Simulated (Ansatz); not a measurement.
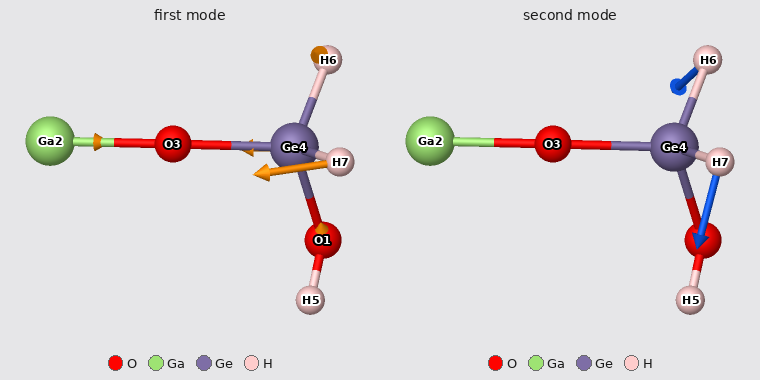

The system is GaGeH3O2; the picture shows the reference structure; its two panels give the patterns of the first and the second mode as arrows. Coordinates scanned: (1) normal mode 5 (340 cm⁻¹); (2) normal mode 10 (859 cm⁻¹). Nothing is relaxed (straight displacements along the two mass-weighted modes). The scan uses an 11 × 11 grid. Points are written as (first, second). All energies are given in kcal/mol relative to the lowest grid point. The calculation used Ansatz, RKS PBE0-D4/def2-SVP.

Its coordinates:

```xyz
7

O    -0.8810    1.0746   -0.8735
Ga   -0.8498   -2.6406    1.2561
O     0.0592   -1.2366    0.5809
Ge    0.4480    0.4119    0.1030
H    -0.9763    0.6254   -1.7198
H     0.5111    1.3317    1.3293
H     1.7500    0.3656   -0.7217
```

Range: normal mode 5 (340 cm⁻¹) from −2.17 to 2.17 amu½·Å; normal mode 10 (859 cm⁻¹) from −0.667 to 0.667 amu½·Å.

Question: What landscape does the calculation give?

Answer: The lowest grid point is at (0.00 amu½·Å, 0.000 amu½·Å). No other kind of well shows on this grid. The highest grid point, (2.17 amu½·Å, 0.667 amu½·Å), lies 46.3 kcal/mol above the lowest.

| normal mode 10 (859 cm⁻¹) ↓, normal mode 5 (340 cm⁻¹) → | −2.17 | −1.74 | −1.30 | −0.87 | −0.43 | 0.00 | 0.43 | 0.87 | 1.30 | 1.74 | 2.17 |
| --- | --- | --- | --- | --- | --- | --- | --- | --- | --- | --- | --- |
| 0.667 | 32.4 | 26.2 | 21.0 | 17.0 | 14.5 | 13.8 | 15.0 | 18.5 | 24.7 | 33.8 | 46.3 |
| 0.533 | 27.3 | 21.2 | 16.0 | 12.1 | 9.6 | 8.8 | 9.9 | 13.3 | 19.3 | 28.2 | 40.4 |
| 0.400 | 23.4 | 17.3 | 12.2 | 8.3 | 5.7 | 4.9 | 6.0 | 9.3 | 15.1 | 23.8 | 35.7 |
| 0.267 | 20.6 | 14.5 | 9.4 | 5.5 | 3.0 | 2.2 | 3.2 | 6.4 | 12.1 | 20.6 | 32.3 |
| 0.133 | 18.8 | 12.8 | 7.8 | 3.9 | 1.4 | 0.5 | 1.5 | 4.7 | 10.3 | 18.6 | 30.0 |
| 0.000 | 18.2 | 12.2 | 7.2 | 3.4 | 0.9 | 0.0 | 1.0 | 4.1 | 9.6 | 17.8 | 29.1 |
| −0.133 | 18.6 | 12.7 | 7.7 | 3.9 | 1.4 | 0.6 | 1.5 | 4.6 | 10.1 | 18.3 | 29.5 |
| −0.267 | 20.2 | 14.3 | 9.3 | 5.6 | 3.2 | 2.3 | 3.3 | 6.4 | 11.9 | 20.1 | 31.3 |
| −0.400 | 23.0 | 17.1 | 12.2 | 8.5 | 6.1 | 5.4 | 6.4 | 9.6 | 15.1 | 23.3 | 34.5 |
| −0.533 | 27.2 | 21.3 | 16.5 | 12.8 | 10.5 | 9.8 | 11.0 | 14.2 | 19.8 | 28.1 | 39.4 |
| −0.667 | 32.7 | 27.0 | 22.2 | 18.6 | 16.4 | 15.8 | 17.1 | 20.4 | 26.2 | 34.6 | 45.9 |

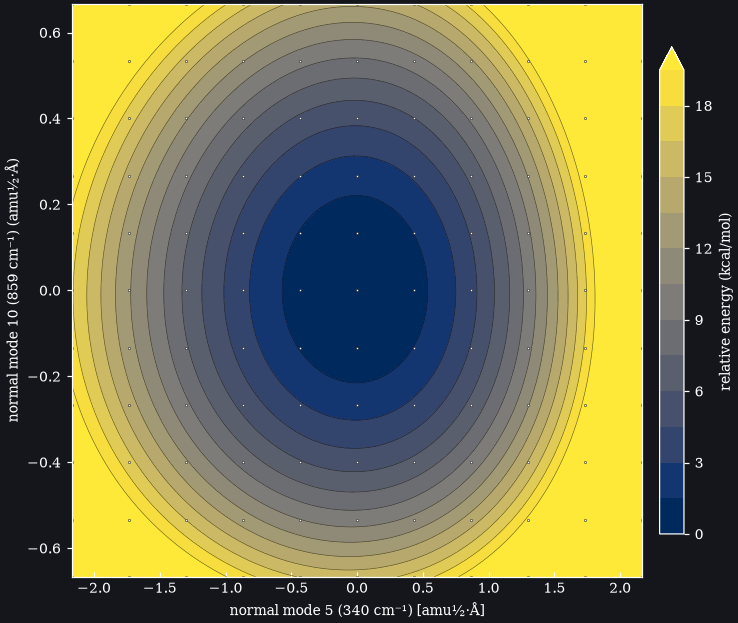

In the figure: filled contours, dots at the grid points, one colour for all values above the top of the scale. Between grid points the surface is interpolated.

Each point was launched as `ansatz run input.yaml --threads 1 --pin off --max-ram 2560MiB --backend cpu --events-out ev --progress --plain --runs-dir out`. The whole map (121 points run) took 9.5 min on 1 thread of Intel(R) Xeon(R) Gold 6455B (Sapphire Rapids) (shared host).
